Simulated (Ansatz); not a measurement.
# Y4SiI5 (C2/m): the equilibrium volume

Aim: the volume at which the pressure of Y4SiI5 (C2/m) vanishes.

Program: Ansatz 0.2.0. Level of theory: DFT PBEsol, scalar-relativistic, plane waves, PAW. These are calculated values, not measurements.

1 further run of the same task is left out (set aside as unsound or not needed).

## (1) The starting structure

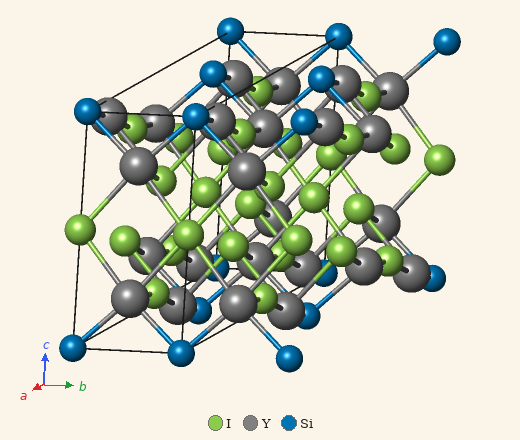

The starting structure, seen slightly off an axis (iodine green, yttrium grey, silicon blue). 1×2×1 cells are drawn. Atoms on the faces are drawn again on the opposite ones. The cell drawn here is the conventional one.

Coordinates:

```cif
data_structure
_symmetry_space_group_name_H-M 'C2/m'
_symmetry_Int_Tables_number 12
_cell_length_a 18.8086
_cell_length_b 4.1868
_cell_length_c 8.8072
_cell_angle_alpha 90.000
_cell_angle_beta 102.742
_cell_angle_gamma 90.000
_cell_volume 676.47
loop_
_atom_site_label
_atom_site_type_symbol
_atom_site_symmetry_multiplicity
_atom_site_Wyckoff_symbol
_atom_site_fract_x
_atom_site_fract_y
_atom_site_fract_z
_atom_site_occupancy
I1 I 4 i 0.17025 0.50000 0.81469 1
I2 I 4 i 0.17025 0.50000 0.34087 1
I3 I 2 c 0.00000 0.00000 0.50000 1
Y1 Y 4 i 0.34720 0.50000 0.92709 1
Y2 Y 4 i 0.49908 0.00000 0.77960 1
Si1 Si 2 a 0.00000 0.00000 0.00000 1
```

## (2) The first run (PBEsol, 4×4×2 mesh)

Contents of input.yaml:

```yaml
crystal:
  lattice:
    - [9.4042878275, -2.0934182445, -0.006925507]
    - [9.4042878275, 2.0934182445, -0.006925507]
    - [-1.9362102053, 0.0, 8.5916896248]
  atoms:
    - { symbol: I, position: [0.67024783, 0.67024783, 0.8146937651] }
    - { symbol: I, position: [0.32975217, 0.32975217, 0.1853062349] }
    - { symbol: I, position: [0.6702471038, 0.6702471038, 0.3408734322] }
    - { symbol: I, position: [0.3297528962, 0.3297528962, 0.6591265678] }
    - { symbol: I, position: [0.0, 0.0, 0.5] }
    - { symbol: "Y", position: [0.847195878, 0.847195878, 0.9270880101] }
    - { symbol: "Y", position: [0.152804122, 0.152804122, 0.0729119899] }
    - { symbol: "Y", position: [0.4990798023, 0.4990798023, 0.7795985536] }
    - { symbol: "Y", position: [0.5009201977, 0.5009201977, 0.2204014464] }
    - { symbol: Si, position: [0.0, 0.0, 0.0] }
basis:
  ecutwfc: 420
kpoints:
  mp_grid: { grid: [4, 4, 2] }
hamiltonian:
  xc: pbesol
scf:
  occupations: { method: gaussian, width: 0.1 }
output:
  forces: true
  stress: true
  eigenvalues: true
```

On the command line:

```sh
> ansatz run input.yaml --threads 8 --pin off --max-ram 14336MiB --backend cpu --events-out ev --progress --plain --runs-dir out
```

The log of the run, cut to the lines that bear on the results:

```text
Warning: RAYON_NUM_THREADS=8 ignored (pool sized by the plan → 8); use --threads N
[...]
Pseudopotentials: kind: paw
Pseudopotential: I, paw, valence charge 17, recommended cutoff 420 eV (normal), I.paw.azcp
Pseudopotential: Y, paw, valence charge 11, recommended cutoff 420 eV (normal), Y.paw.azcp
Pseudopotential: Si, paw, valence charge 4, recommended cutoff 420 eV (normal), Si.paw.azcp
Functional definition: PBEsol
[...]
Crystal: 10 atoms, lattice volume = 338.235 Å³
Basis set: ecut = 420 eV, 6587 PW (Γ), FFT grids on a1−a2, a2, a3, exchange–correlation on 60×144×120 points (8 copies of the dense FFT grid, shifted against one another)
Bands: 80, of which v1, the nominal top of the filled ones, is band 67 counted from 1 (66 counted from 0)
Symmetry: 4 space group operations
Space group: C2/m (ITA 12), of the structure as read, at distance tolerance 7.0e-5 Å
k-points: 14 of 32
[...]
SCF iter   1: F=—  HF=-52975.401465 eV  |F-HF|=—  |Δ(HF+E_count)|=         —  Δρ=2.98e-3  dr2=7.43e-2  ethr=1.77e-3  ⟨swp⟩=7.1  Hψ=4722  notcnv=0
[...]
SCF iter   7: F=-52975.383391 eV  HF=-52975.383391 eV  |F-HF|=4.72e-8  |Δ(HF+E_count)|=   1.02e-7  Δρ=4.43e-6  dr2=8.47e-8  ethr=7.52e-11  ⟨swp⟩=12.0  Hψ=6596  notcnv=0
[...]
SCF converged after 7 iterations
Free energy (F): -52975.383391 eV
[...]
E sigma→0 (E₀):  -52975.372718 eV
Entropy (-TS):   -0.021348 eV (-2.135 meV/atom)
Fermi energy:    8.990083 eV
[...]
--- Forces (eV/Å), atoms counted from 1 ---
  atom   1  I     -0.03558764    -0.00000000     0.30045495
  atom   2  I      0.03558764     0.00000000    -0.30045495
  atom   3  I     -0.12314012     0.00000000    -0.32605515
  atom   4  I      0.12314012    -0.00000000     0.32605515
  atom   5  I      0.00000000     0.00000000     0.00000000
  atom   6  Y      0.51145851     0.00000000     0.12334601
  atom   7  Y     -0.51145851    -0.00000000    -0.12334601
  atom   8  Y     -0.24148702     0.00000000     0.76876506
[...]
--- Stress (GPa, compression-positive) ---
       -3.108885       0.000000       0.013325
        0.000000      -2.726237      -0.000000
        0.013326      -0.000000      -3.289492
  P = ⅓ Tr σ = -3.0415 GPa (-30.415 kbar)
--- Band table (eV; the first three rows and the last of 14) ---
[...]
```

Wall time 3.3 s (8 threads of Arm Neoverse V1, shared host); peak memory 1.5 GiB.

In short: volume 33.823 Å³/atom, pressure -3.04 GPa, metallic.

## (3) Full relaxation (PBEsol, 6×6×4 mesh)

input.yaml, as its differences from that of step 2:

```diff
@@ -19,3 +19,3 @@
 kpoints:
-  mp_grid: { grid: [4, 4, 2] }
+  mp_grid: { grid: [6, 6, 4] }
 hamiltonian:
@@ -28 +28,6 @@
   eigenvalues: true
+relax:
+  adjacent_minimum: "off"
+  f_tol: 0.05
+  max_steps: 50
+  cell: { stress_tol: 0.5 }
```

On the command line:

```sh
> ansatz run input.yaml --threads 8 --pin off --max-ram 14336MiB --backend cpu --events-out ev --progress --plain --runs-dir out
```

The log of the run:

```text
Warning: RAYON_NUM_THREADS=8 ignored (pool sized by the plan → 8); use --threads N
basis.fft_grid_basis auto: the FFT boxes are laid along the combinations [[1, -1, 0], [0, 1, 0], [0, 0, 1]] of the cell's own vectors, 4.187, 9.634 and 8.807 Å long. The dense box has 30×72×60 points. Along the cell's own vectors, as sized, it would have 72×72×60, 2.40 times as many. Of the 4 symmetry operations that the crystal satisfies within crystal.symmetry.tolerance (time reversal apart; of a slab, those that keep its plane) the dense box along the cell's own vectors carries 4, and the one as laid loses 2 of those. basis.fft_grid_basis: typed keeps the cell's own vectors: state it where this run's energies or levels are differenced outside the engine with another run's, or held beside a run that keeps those vectors.
Engine: ansatz 0.2.0, aarch64-unknown-linux-gnu
[... 5 set-up lines as earlier in the session ...]
  exchange = pbesol_x
  correlation = pbesol_c
Crystal: 10 atoms, lattice volume = 338.235 Å³
Basis set: ecut = 420 eV, 6587 PW (Γ), FFT grids on a1−a2, a2, a3, exchange–correlation on 60×144×120 points (8 copies of the dense FFT grid, shifted against one another)
Bands: 80, of which v1, the nominal top of the filled ones, is band 67 counted from 1 (66 counted from 0)
[... 2 set-up lines as earlier in the session ...]
k-points: 47 of 144
Non-local potential: I, projectors of the file, l = 0: 2, l = 1: 2, l = 2: 2, l = 3: 2
Non-local potential: Y, projectors of the file, l = 0: 3, l = 1: 2, l = 2: 2, l = 3: 1
Non-local potential: Si, projectors of the file, l = 0: 2, l = 1: 2, l = 2: 2
PAW form: soft (Blöchl's): semilocal exchange-correlation on the pseudo side does not see the compensation charge
PAW frozen core: I, regenerated for the run's functional, and the local potential with it (the file was generated under x = pbe(κ = 0.804, μ = 0.2195149727645171), c = pbe(β = 0.06672455060314922))
PAW frozen core: Y, regenerated for the run's functional, and the local potential with it (the file was generated under x = pbe(κ = 0.804, μ = 0.2195149727645171), c = pbe(β = 0.06672455060314922))
PAW frozen core: Si, regenerated for the run's functional, and the local potential with it (the file was generated under x = pbe(κ = 0.804, μ = 0.2195149727645171), c = pbe(β = 0.06672455060314922))
PAW one-centre angular grid: I, 590 points (default); XC on 64 Gauss nodes
PAW one-centre angular grid: Y, 590 points (default); XC on 64 Gauss nodes
PAW one-centre angular grid: Si, 110 points (default); XC on 64 Gauss nodes
Initial density: superposition of atomic densities (neutral atoms: chi_scale 0, normalization atom), corrected by the library's trained network
Initial wavefunctions: pseudopotential atomic-orbital guess
Functional: x = pbesol(κ = 0.804, μ = 0.12345679012345678), c = pbesol(β = 0.046)
SCF iter   1: F=—  HF=-52975.386591 eV  |F-HF|=—  |Δ(HF+E_count)|=         —  Δρ=2.92e-3  dr2=8.24e-2  ethr=1.77e-3  ⟨swp⟩=6.9  Hψ=15773  notcnv=0
preconditioner: auto → LDOS  [metal: Δε(μ)=0.022 eV  Ē_g=7.678 eV  σ=0.100 eV  W_gap=0.12  n_scr=82 (ndim 8)  ℏωp=14.4 eV  f_vac=0.041  D(μ)=5.52/eV (n_scr^D=26)  β→1.0]
SCF iter   2: F=—  HF=-52975.370503 eV  |F-HF|=—  |Δ(HF+E_count)|=   1.61e-2  Δρ=1.22e-3  dr2=6.67e-3  ethr=6.20e-5  ⟨swp⟩=2.6  Hψ=5808  notcnv=0  defer=145
SCF iter   3: F=—  HF=-52975.369601 eV  |F-HF|=—  |Δ(HF+E_count)|=   9.02e-4  Δρ=6.63e-4  dr2=3.36e-3  ethr=5.02e-6  ⟨swp⟩=2.0  Hψ=6629  notcnv=0  defer=145
SCF iter   4: F=—  HF=-52975.368802 eV  |F-HF|=—  |Δ(HF+E_count)|=   7.99e-4  Δρ=1.65e-4  dr2=1.45e-4  ethr=2.52e-6  ⟨swp⟩=2.0  Hψ=5921  notcnv=0  defer=145
SCF iter   5: F=—  HF=-52975.368760 eV  |F-HF|=—  |Δ(HF+E_count)|=   4.20e-5  Δρ=4.66e-5  dr2=1.34e-5  ethr=1.09e-7  ⟨swp⟩=2.2  Hψ=6655  notcnv=0  defer=145
SCF iter   6: F=—  HF=-52975.368781 eV  |F-HF|=—  |Δ(HF+E_count)|=   2.13e-5  Δρ=1.23e-5  dr2=7.99e-7  ethr=1.01e-8  ⟨swp⟩=2.0  Hψ=5765  notcnv=0  defer=139
SCF iter   7: F=-52975.368781 eV  HF=-52975.368781 eV  |F-HF|=4.47e-8  |Δ(HF+E_count)|=   1.31e-7  Δρ=4.32e-6  dr2=6.92e-8  ethr=7.52e-11  ⟨swp⟩=14.6  Hψ=18384  notcnv=0
SCF 1 converged in 7 iterations: F = -52975.368781 eV  dr2 = 6.92e-8
relax step   1: F+E_penalty+E_count = -52975.36878144 eV  Δ(F+E_penalty+E_count) = +0.000e0 eV  max|allowed force component| = 7.194e-1 eV/Å  Δτ_max = 0.0000 Å  P = -3.024 GPa  Ω = 338.235 Å³  (7 SCF iters, dr2 threshold 1.00e-7 eV, accepted)
[... 16 lines left out ...]
relax step   2: F+E_penalty+E_count = -52975.30585674 eV  Δ(F+E_penalty+E_count) = +6.292e-2 eV  max|allowed force component| = 1.651e0 eV/Å  Δτ_max = 0.1733 Å  P = +3.170 GPa  Ω = 307.156 Å³  energy of the carried Pulay correction = +3.067e-3 eV  (9 SCF iters, dr2 threshold 1.00e-6 eV, rejected (line search))
[... 15 lines left out ...]
relax step   3: F+E_penalty+E_count = -52975.66271224 eV  Δ(F+E_penalty+E_count) = -2.939e-1 eV  max|allowed force component| = 1.620e-1 eV/Å  Δτ_max = 0.0759 Å  P = -0.351 GPa  Ω = 322.657 Å³  energy of the carried Pulay correction = +1.501e-3 eV  (10 SCF iters, accepted)
[... 11 lines left out ...]
relax step   4: F+E_penalty+E_count = -52975.67058118 eV  Δ(F+E_penalty+E_count) = -7.869e-3 eV  max|allowed force component| = 4.037e-2 eV/Å  Δτ_max = 0.0219 Å  P = +0.093 GPa  Ω = 319.533 Å³  energy of the carried Pulay correction = +1.811e-3 eV  (6 SCF iters, dr2 threshold 1.00e-6 eV, accepted)
[... 9 lines left out ...]
relax step   5: F+E_penalty+E_count = -52975.66871606 eV  Δ(F+E_penalty+E_count) = +1.865e-3 eV  max|allowed force component| = 4.058e-2 eV/Å  Δτ_max = 0.0000 Å  P = +0.093 GPa  Ω = 319.533 Å³  stress off target by 1.48e-1 GPa  SCF on the basis re-selected at this cell (its energy is not comparable with the rows above)  (4 SCF iters)
basis re-selected at this cell: Δ(F+E_penalty+E_count) = +1.865e-3 eV, ΔP = +0.000 GPa vs the last step (what re-selecting the basis moved, of the pressure what is left beyond the Pulay correction that the steps carried, after the strain that the cell walked since its last selection, with what the two solves' SCF thresholds leave and, on support functions, any second-order correction that the steps lacked; it is no measure of the basis error at this ecutwfc). The dense FFT grid was sized anew with the basis: this SCF ran on 30×64×60 points, the steps before it on 30×72×60, so part of this shift can come from that change (see relax.cell in the input reference). This SCF's stress stands 1.48e-1 GPa from its target on what of the cell is left free (relax.cell.stress_tol is 5.00e-1 GPa) and its largest allowed force component is 4.06e-2 eV/Å (relax.f_tol is 5.00e-2 eV/Å): within both
SCF converged after 4 iterations
Free energy (F): -52975.668716 eV
Harris-Foulkes:  -52975.668716 eV  (|F-HF|=3.06e-9)
Internal energy: -52975.645172 eV  (E = F + TS)
E sigma→0 (E₀):  -52975.656944 eV
Entropy (-TS):   -0.023544 eV (-2.354 meV/atom)
Fermi energy:    9.590875 eV
--- Per-component energies (eV) ---
  E_band       = -2261.553923
  E_kinetic    = 2214.967319
  E_local      = -12223.216462  (includes V_loc(G=0)·N_el)
  E_nonlocal   = -208.860152
  E_hartree    = 5877.296964
  E_xc         = -1382.138835
  E_vxc        = -1488.221968  (∫ρ·V_xc dr)
  E_paw        = -35278.619544  (= ΣΔE_a)
  E_vpaw       = -2310.810215  (= ΣTr[D̂ρ^β])
  E_aug_tail   = 0.000079  (compensation charges beyond the density's cutoff)
  E_ewald      = -11977.761903
  E_core_change = 2.687362  (= ΣΔE_core)
  E_smearing   = -0.023544  (= −TS)
  E_closure    = 0.000000  (closes the sum)
  Σ components = -52975.668716   (vs F -52975.668716, Δ=0.00e0)
--- Forces (eV/Å), atoms counted from 1 ---
  atom   1  I     -0.01275575     0.00000000     0.01010935
  atom   2  I      0.01275575     0.00000000    -0.01010935
  atom   3  I      0.00110217     0.00000000    -0.01424265
  atom   4  I     -0.00110217     0.00000000     0.01424265
  atom   5  I      0.00000000     0.00000000     0.00000000
  atom   6  Y     -0.01385519     0.00000000    -0.00405161
  atom   7  Y      0.01385519     0.00000000     0.00405161
  atom   8  Y      0.01243865     0.00000000    -0.04058482
  atom   9  Y     -0.01243865     0.00000000     0.04058482
  atom  10  Si     0.00000000     0.00000000     0.00000000
  max |Σ_I F_I| component: 3.47e-18 eV/Å
--- Stress (GPa, compression-positive) ---
        0.145856       0.000000       0.013256
        0.000000       0.081956       0.000000
        0.013256       0.000000       0.052230
  P = ⅓ Tr σ = 0.0933 GPa (0.933 kbar)
--- Band table (eV; the first three rows and the last of 47) ---
  k-point 0: bands = ["-37.2151", "-37.2148", "-37.2010", "-37.2008", "-37.1949", "-37.1948", "-37.1796", "-37.1794", "-37.1740", "-37.1739", "-36.8964", "-36.8870", "-36.8238", "-36.8125", "-36.7988", "-36.7907", "-36.7905", "-36.7881", "-36.7880", "-36.7844", "-36.7841", "-36.7761", "-36.7760", "-36.7720", "-36.7718", "-33.6620", "-33.6606", "-33.3508", "-33.3424", "-13.8328", "-13.8124", "-13.7315", "-13.7314", "-13.7163", "-13.6950", "-13.4894", "-13.4712", "-13.4638", "-13.3562", "-13.3386", "-13.3219", "-5.2950", "-4.9540", "-4.7041", "-4.5472", "-4.5403", "2.0898", "3.4223", "3.7571", "3.8661", "4.0349", "4.7039", "5.3766", "5.3878", "5.5953", "5.6633", "5.6856", "5.7969", "6.0134", "6.2157", "6.4563", "6.6015", "7.7265", "7.8093", "8.4324", "8.6804", "9.3315", "10.1078", "10.1923", "10.2835", "10.8650", "11.0588", "11.1449", "11.3646", "11.6086", "11.6180", "11.7768", "12.2745", "12.2911", "12.3350"]
[... 3 lines left out ...]
--- Relaxed structure (4 steps of the walk, 3 accepted, 1 SCFs on fresh bases) ---
  F+E_penalty+E_count = -52975.66871606 eV   max|allowed force component| = 4.058e-2 eV/Å   (the final SCF, on the basis selected at the relaxed cell)
  cell:  # Å, volume = 319.5329 Å³
    - [9.28835367934461, -2.054576122579136, 0.0011809495255189909]
    - [9.28835367934461, 2.054576122579136, 0.0011809495255189735]
    - [-1.905097026200246, -3.938544300848612e-17, 8.371669957968948]
  atoms:
    - { symbol: I, position: [0.672256065135148, 0.672256065135148, 0.822729221715419] }
    - { symbol: I, position: [0.327743934864852, 0.327743934864852, 0.17727077828458115] }
    - { symbol: I, position: [0.6686575104187178, 0.6686575104187178, 0.3431466410512108] }
    - { symbol: I, position: [0.3313424895812822, 0.33134248958128226, 0.6568533589487894] }
    - { symbol: I, position: [0.0, -6.938893903907228e-18, 0.5] }
    - { symbol: Y, position: [0.8516522676686605, 0.8516522676686605, 0.9252180912148329] }
    - { symbol: Y, position: [0.14834773233133944, 0.14834773233133944, 0.07478190878516704] }
    - { symbol: Y, position: [0.4997277102259826, 0.4997277102259826, 0.7862947110933152] }
    - { symbol: Y, position: [0.5002722897740173, 0.5002722897740173, 0.21370528890668494] }
    - { symbol: Si, position: [-1.5704928208744196e-20, -1.570492820874416e-20, -1.4136031623611234e-19] }
```

Run time: 62 s. Hardware: 8 threads of Arm Neoverse V1, shared host; peak memory 1.9 GiB.

Relaxation path:

```
step  energy from step 1 (meV/atom)  largest force component (eV/Å)  pressure (GPa)  volume (Å³/atom)
   1                            0.0                           0.719           -3.02            33.823
   2                            6.3                           1.651            3.17            30.716
   3                          -29.4                           0.162           -0.35            32.266
   4                          -30.2                           0.040            0.09            31.953
   5                          -30.0                           0.041            0.09            31.953
```

Step 1 is the start. Step 2 was tried and not accepted. Step 5 repeats the geometry before it on a plane-wave basis chosen anew for the final cell, which shifts the energy by +0.2 meV/atom.

This gives: volume 31.953 Å³/atom, pressure 0.09 GPa, no gap.

[end of part 1 of 2]
